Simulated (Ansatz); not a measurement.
**Geometry relaxation, with input and output: CH8AlFN2Si (part 2 of 2)**

CH8AlFN2Si; RKS PBE0-D4/def2-SVP (Ansatz 0.2.0). It belongs to a series of runs on one base structure; here: end point B relaxed.

Geometry of the input (Å):
```
N  0.4131  -2.0069  -0.8265
C  0.4133  -0.6892  -0.1284
F  1.7174  -0.3477  0.0406
Al -0.3300  -0.9572  1.7027
N  -0.2713  0.3382  -0.9420
Si 0.0751  2.0478  -0.3831
H  -0.6062  -2.1895  -1.0515
H  0.8938  -1.8303  -1.7617
H  -0.9920  -2.3802  2.1435
H  -0.4522  0.2371  2.7773
H  -1.3170  0.1993  -0.8383
H  -0.6298  3.0135  -1.2682
H  -0.3897  2.1860  1.0463
H  1.5469  2.3107  -0.4143
```

Trajectory as extended XYZ, continued
```
14
Properties=species:S:1:pos:R:3:forces:R:3 step=7 energy=-21314.97022 accepted=F
N     0.5300   -1.7656   -0.8377   -0.9811  -0.9482  -0.0450
C     0.2592   -0.6858    0.0151    0.3573   0.0987  -0.1148
F     1.5043   -0.0973    0.4492    0.0387  -0.0559  -0.0484
Al   -0.5155   -1.1955    1.7844   -0.2016   0.0259   0.0080
N    -0.3748    0.4415   -0.6343   -0.6238  -0.4347  -0.2805
Si    0.1699    2.0932   -0.4676    0.0949   0.2487   0.0834
H    -0.0894   -2.5957   -0.6878    0.8784   1.0617  -0.3063
H     0.6279   -1.5262   -1.8325   -0.0070  -0.0742   0.3942
H    -1.4418   -2.5023    1.8532    0.0677   0.0480   0.0147
H    -0.3047   -0.2309    3.0250   -0.0105  -0.0208  -0.0139
H    -1.1316    0.1755   -1.2800    0.5330   0.2969   0.4418
H    -0.9113    2.9000   -1.1372    0.1388  -0.0782   0.0686
H     0.2671    2.4966    0.9852   -0.0279  -0.0844  -0.3114
H     1.4821    2.4240   -1.1385   -0.2569  -0.0836   0.1096
14
Properties=species:S:1:pos:R:3:forces:R:3 step=9 energy=-21315.03656
N     0.5150   -1.7690   -0.8781   -0.2066  -0.0813   0.0744
C     0.3039   -0.7141    0.0218    0.1629  -0.2176   0.0690
F     1.5652   -0.1494    0.3953   -0.0539  -0.0042  -0.0535
Al   -0.5250   -1.1872    1.7849   -0.0177   0.0405  -0.1039
N    -0.3862    0.4224   -0.5500   -0.2011   0.1607  -0.0351
Si    0.1631    2.0834   -0.4448    0.0743   0.0028   0.0144
H    -0.1094   -2.5672   -0.7774    0.2372   0.2144  -0.0772
H     0.6537   -1.4830   -1.8476   -0.0463  -0.0590   0.0677
H    -1.4195   -2.5065    1.9025   -0.0066   0.0361  -0.0149
H    -0.3645   -0.1591    2.9809   -0.0049  -0.0038  -0.0139
H    -1.1433    0.1872   -1.1868    0.1589  -0.0156   0.0838
H    -0.8900    2.8497   -1.1834   -0.0026   0.0006   0.0569
H     0.2291    2.5453    0.9794    0.0062  -0.0214  -0.1087
H     1.4794    2.3793   -1.1003   -0.0999  -0.0523   0.0410
14
Properties=species:S:1:pos:R:3:forces:R:3 step=11 energy=-21315.10493
N     0.5807   -1.7287   -0.9242   -0.5452  -0.5322   0.1149
C     0.3851   -0.7470    0.0501    0.2579  -0.2584   0.2079
F     1.6250   -0.1148    0.3723   -0.1309  -0.0153  -0.0994
Al   -0.6003   -1.1264    1.7483    0.0741   0.1239  -0.3337
N    -0.4496    0.3798   -0.3780   -0.4467  -0.1442  -0.2594
Si    0.1512    2.0424   -0.4034    0.2178   0.1217  -0.0360
H     0.1073   -2.6350   -0.7703    0.5136   0.9088  -0.2679
H     0.6062   -1.4087   -1.8971   -0.0250  -0.1940   0.2986
H    -1.5831   -2.3890    1.7893   -0.0263   0.1112  -0.0289
H    -0.4633   -0.0843    2.9367    0.0093  -0.0303  -0.0384
H    -1.1152    0.1222   -1.1187    0.3400   0.1178   0.3852
H    -0.9690    2.8242   -1.0272    0.0358  -0.0635   0.1375
H     0.4325    2.5242    0.9935   -0.0648  -0.0839  -0.2758
H     1.3640    2.2725   -1.2749   -0.2097  -0.0617   0.1953
14
Properties=species:S:1:pos:R:3:forces:R:3 step=13 energy=-21315.34734
N     0.6585   -1.7282   -0.9523   -0.1429  -0.0196  -0.2299
C     0.5154   -0.7995    0.0631    0.1690  -0.2663   0.3146
F     1.7193   -0.0855    0.2819   -0.2292  -0.0630  -0.1090
Al   -0.6818   -0.9542    1.6374    0.1654   0.1360  -0.3344
N    -0.4740    0.2904   -0.2211    0.0546  -0.0962   0.4271
Si    0.1202    1.9679   -0.3411   -0.0137   0.3752  -0.0290
H     0.2673   -2.6511   -0.8070    0.1094   0.1480   0.0085
H     0.6096   -1.4003   -1.9191    0.0862  -0.0741   0.2189
H    -1.7886   -2.1172    1.5983    0.0247   0.2281  -0.1040
H    -0.4476    0.0002    2.8845    0.0047  -0.0138  -0.0683
H    -1.1214    0.0272   -0.9558   -0.1598  -0.0848  -0.1946
H    -1.0634    2.7428   -0.8493    0.0808  -0.1052   0.1034
H     0.5248    2.4707    1.0021   -0.0312  -0.0664  -0.0737
H     1.2332    2.1685   -1.3250   -0.1181  -0.0978   0.0704
14
Properties=species:S:1:pos:R:3:forces:R:3 step=15 energy=-21315.45777
N     0.6983   -1.7774   -0.9509   -0.0917  -0.0121  -0.0810
C     0.5968   -0.8532    0.0652    0.0315  -0.1544  -0.0317
F     1.7787   -0.1182    0.1966   -0.0101   0.0598   0.0440
Al   -0.7023   -0.7987    1.5491    0.0428  -0.2494   0.1637
N    -0.4517    0.2365   -0.1826   -0.0715   0.1792   0.0839
Si    0.0580    1.9448   -0.2762    0.1623   0.2353  -0.1375
H     0.3088   -2.6953   -0.8031    0.0212  -0.0287   0.0211
H     0.7103   -1.4612   -1.9181    0.0647  -0.0181   0.0703
H    -1.9201   -1.8268    1.4353    0.0160   0.0894  -0.0213
H    -0.3705    0.0659    2.8396   -0.0247   0.0291  -0.0675
H    -1.1083   -0.0272   -0.9135   -0.0661  -0.0941  -0.1162
H    -1.1783    2.6872   -0.6753    0.0359  -0.0376   0.0484
H     0.5446    2.4032    1.0488   -0.0264  -0.0237   0.0169
H     1.1069    2.1520   -1.3185   -0.0841   0.0253   0.0068
14
Properties=species:S:1:pos:R:3:forces:R:3 step=16 energy=-21315.46059
N     0.7180   -1.7979   -0.9441   -0.1294  -0.0179  -0.0320
C     0.6043   -0.8679    0.0674   -0.1973   0.0278  -0.1302
F     1.7847   -0.1344    0.2120   -0.0027   0.0289   0.0505
Al   -0.6879   -0.8352    1.5653   -0.1334   0.1579  -0.2060
N    -0.4411    0.2364   -0.1962    0.1690  -0.1259   0.1911
Si    0.0616    1.9507   -0.2720   -0.0395   0.0778  -0.0859
H     0.3365   -2.7217   -0.7981    0.0518   0.0758   0.0068
H     0.7579   -1.4876   -1.9126    0.0478  -0.0205   0.0979
H    -1.9956   -1.7459    1.3998    0.1568  -0.0027   0.0586
H    -0.3783    0.1032    2.8093    0.0190  -0.0843   0.0039
H    -1.1041   -0.0320   -0.9229    0.0108  -0.0659  -0.0142
H    -1.2072    2.6863   -0.5763    0.0680  -0.0226   0.0352
H     0.5960    2.3684    1.0530    0.0194  -0.0198  -0.1097
H     1.0267    2.2093   -1.3881   -0.0402  -0.0086   0.1341
14
Properties=species:S:1:pos:R:3:forces:R:3 step=18 energy=-21315.47612
N     0.6988   -1.7937   -0.9377   -0.0701   0.0874  -0.0547
C     0.5890   -0.8631    0.0694   -0.0309  -0.0476  -0.0024
F     1.7710   -0.1325    0.2241    0.0427   0.0011   0.0065
Al   -0.7118   -0.8185    1.5506   -0.0193  -0.0044   0.0034
N    -0.4460    0.2436   -0.1896   -0.0388   0.0404  -0.0173
Si    0.0595    1.9598   -0.2873    0.0409  -0.0093   0.0461
H     0.3228   -2.7180   -0.7985    0.0326  -0.0158   0.0359
H     0.7982   -1.4909   -1.9023    0.0352  -0.0133   0.0196
H    -1.9686   -1.7911    1.4099    0.0289   0.0253   0.0066
H    -0.3914    0.0753    2.8222    0.0002  -0.0142  -0.0150
H    -1.1029   -0.0305   -0.9211    0.0104  -0.0303  -0.0060
H    -1.2067    2.7030   -0.5603    0.0129  -0.0001  -0.0066
H     0.6371    2.3752    1.0156   -0.0128  -0.0016  -0.0096
H     1.0224    2.2130   -1.3985   -0.0320  -0.0176  -0.0064
14
Properties=species:S:1:pos:R:3:forces:R:3 step=20 energy=-21315.49694
N     0.6361   -1.7814   -0.9553   -0.1673   0.6079  -0.2687
C     0.5530   -0.8674    0.0607    0.0180  -0.0172   0.0626
F     1.7452   -0.1498    0.2236    0.0702   0.0492   0.0189
Al   -0.7411   -0.8135    1.5454   -0.0054  -0.0114   0.0303
N    -0.4746    0.2550   -0.1800    0.1541   0.0440   0.0683
Si    0.0573    1.9632   -0.2857    0.0269  -0.0155   0.0242
H     0.4418   -2.7443   -0.7977   -0.0096  -0.5808   0.1813
H     0.8984   -1.5074   -1.8958    0.0683   0.0227   0.0221
H    -2.0042   -1.7716    1.4242   -0.0275  -0.0033   0.0029
H    -0.3892    0.0647    2.8176    0.0083   0.0038   0.0069
H    -1.1289   -0.0185   -0.9082   -0.1162  -0.0583  -0.1442
H    -1.1963    2.7445   -0.5069    0.0034  -0.0251  -0.0003
H     0.6983    2.3604    0.9920   -0.0165  -0.0018   0.0035
H     0.9757    2.1977   -1.4374   -0.0067  -0.0143  -0.0079
14
Properties=species:S:1:pos:R:3:forces:R:3 step=22 energy=-21315.60016
N     0.4603   -1.7780   -1.0297    0.1782  -0.5835  -0.1902
C     0.4783   -0.8809    0.0247    0.2044   0.2950   0.1680
F     1.7142   -0.2172    0.1829   -0.0142  -0.1087  -0.0593
Al   -0.7609   -0.8206    1.5521   -0.0950  -0.0336   0.1570
N    -0.4951    0.2726   -0.1678   -0.0845  -0.2881  -0.2534
Si    0.0706    1.9660   -0.2873    0.0128   0.0319   0.0338
H     0.7257   -2.7329   -0.7575   -0.1478   0.6085  -0.1660
H     0.9599   -1.4992   -1.8843   -0.1307   0.0590   0.3604
H    -2.0746   -1.7171    1.4798    0.0193   0.0297  -0.0246
H    -0.3422    0.0171    2.8374    0.0250  -0.0037  -0.0642
H    -1.1754    0.0193   -0.8881   -0.0003   0.0297   0.0363
H    -1.1779    2.7440   -0.5378   -0.0017  -0.0010   0.0019
H     0.6830    2.3753    1.0004    0.0259  -0.0119  -0.0034
H     1.0055    2.1831   -1.4283    0.0086  -0.0233   0.0037
14
Properties=species:S:1:pos:R:3:forces:R:3 step=24 energy=-21315.62160
N     0.4510   -1.7602   -1.0312    0.0859  -0.2820  -0.0952
C     0.4698   -0.8792    0.0424    0.0246   0.0349   0.0226
F     1.7079   -0.2256    0.1894   -0.0183   0.0024   0.0039
Al   -0.7795   -0.8211    1.5679    0.0057  -0.0092  -0.0035
N    -0.5110    0.2521   -0.1724    0.0112   0.0340   0.0150
Si    0.0718    1.9415   -0.2904    0.0015   0.0222  -0.0059
H     0.7720   -2.6961   -0.7890   -0.0567   0.1975  -0.0256
H     0.9610   -1.4222   -1.8515   -0.0431   0.0117   0.0773
H    -2.0951   -1.7068    1.4873   -0.0069  -0.0022   0.0071
H    -0.3384    0.0412    2.8239   -0.0048   0.0096   0.0029
H    -1.1834   -0.0072   -0.8960    0.0034  -0.0040  -0.0049
H    -1.1655    2.7419   -0.5245   -0.0011  -0.0039   0.0060
H     0.7161    2.3370    0.9866   -0.0028  -0.0125  -0.0096
H     0.9946    2.1361   -1.4460    0.0014   0.0015   0.0095
14
Properties=species:S:1:pos:R:3:forces:R:3 step=26 energy=-21315.62298
N     0.4483   -1.7696   -1.0320   -0.0106   0.0246  -0.0039
C     0.4688   -0.8817    0.0398   -0.0089  -0.0015   0.0122
F     1.7075   -0.2309    0.1836    0.0075   0.0030  -0.0014
Al   -0.7807   -0.8192    1.5657    0.0009   0.0006  -0.0013
N    -0.5096    0.2503   -0.1789    0.0045  -0.0023  -0.0036
Si    0.0724    1.9412   -0.2874   -0.0074   0.0043  -0.0087
H     0.7865   -2.6928   -0.7850    0.0083  -0.0198   0.0091
H     0.9541   -1.4226   -1.8489    0.0012  -0.0027  -0.0101
H    -2.0963   -1.7063    1.4953    0.0005  -0.0003  -0.0002
H    -0.3457    0.0577    2.8145    0.0000   0.0010  -0.0012
H    -1.1798   -0.0083   -0.9050    0.0009   0.0039  -0.0011
H    -1.1661    2.7422   -0.5116   -0.0045  -0.0025   0.0068
H     0.7209    2.3246    0.9903    0.0007  -0.0048  -0.0004
H     0.9911    2.1469   -1.4440    0.0068  -0.0034   0.0039
14
Properties=species:S:1:pos:R:3:forces:R:3 step=28 energy=-21315.62307
N     0.4471   -1.7723   -1.0306   -0.0039  -0.0012   0.0057
C     0.4700   -0.8814    0.0387   -0.0006   0.0118   0.0057
F     1.7098   -0.2309    0.1784   -0.0036  -0.0017   0.0010
Al   -0.7805   -0.8161    1.5639    0.0048  -0.0038  -0.0009
N    -0.5085    0.2500   -0.1818   -0.0022  -0.0065  -0.0051
Si    0.0715    1.9416   -0.2856    0.0005   0.0007  -0.0011
H     0.7884   -2.6939   -0.7805   -0.0002  -0.0039  -0.0031
H     0.9492   -1.4276   -1.8508    0.0032  -0.0010  -0.0043
H    -2.0942   -1.7061    1.4947    0.0012   0.0013   0.0007
H    -0.3472    0.0648    2.8105   -0.0014   0.0005  -0.0003
H    -1.1776   -0.0080   -0.9091    0.0020   0.0022  -0.0001
H    -1.1687    2.7409   -0.5057    0.0000   0.0006  -0.0005
H     0.7190    2.3203    0.9939    0.0016  -0.0010   0.0018
H     0.9930    2.1504   -1.4395   -0.0014   0.0019   0.0005
```

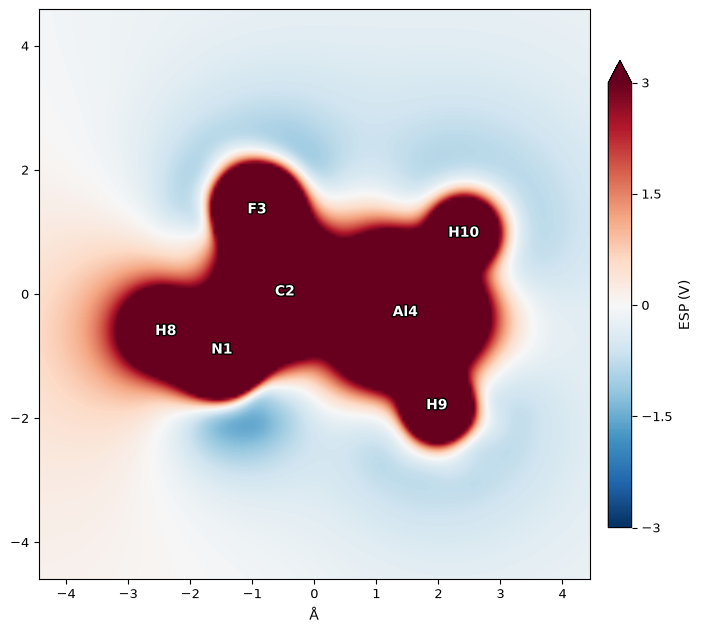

*Molecular electrostatic potential on the plane of atoms C2, Al4 and H9.*

Atoms in the plane: N, C, F, Al and H.

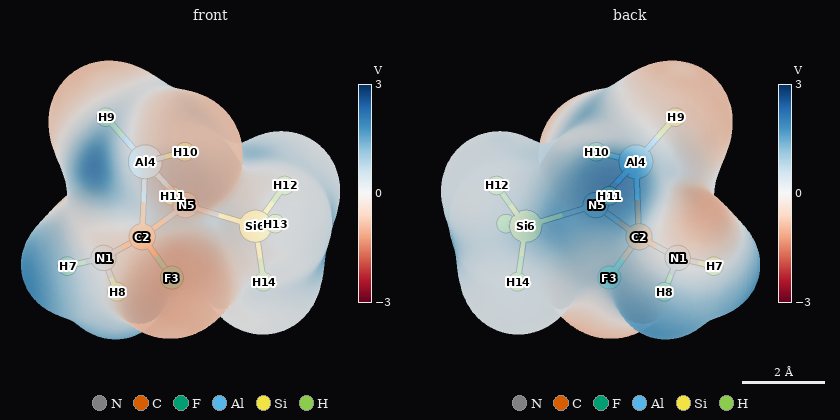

*The molecular electrostatic potential painted on the density surface at 0.002 e/bohr³, seen at a tilt and from behind; red is negative and blue positive.*

A positive charge is drawn to the negative regions and a negative charge to the positive ones.

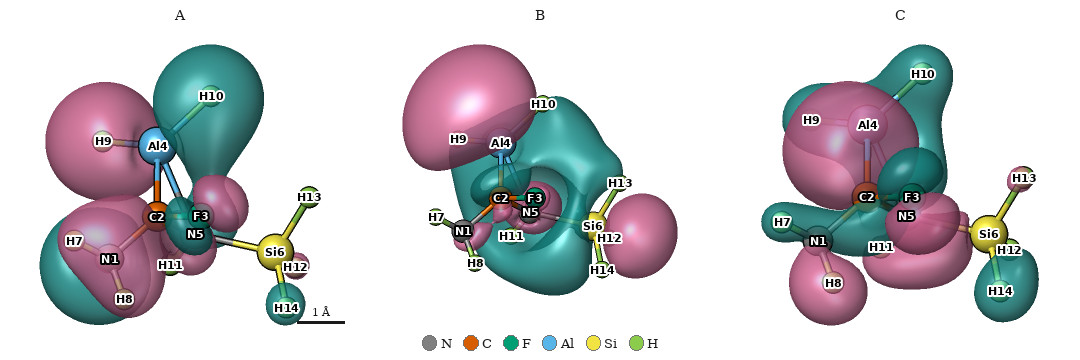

*Three frontier orbitals at ±0.06 Å⁻³ᐟ² (teal and pink are the two phases).*

A is the HOMO−1 (−7.89 eV). Its weight (Hirshfeld) is mainly on N1 (40 %), H9 (15 %), Al4 (15 %) and H10 (10 %). C is the HOMO (−6.92 eV). It lies mainly on C2 (35 %), Al4 (20 %), N5 (15 %) and F3 (10 %). B is the LUMO (−0.07 eV). By Hirshfeld shares it lies mainly on Al4 (50 %) and Si6 (15 %). The HOMO–LUMO gap is 6.85 eV between the orbital energies.
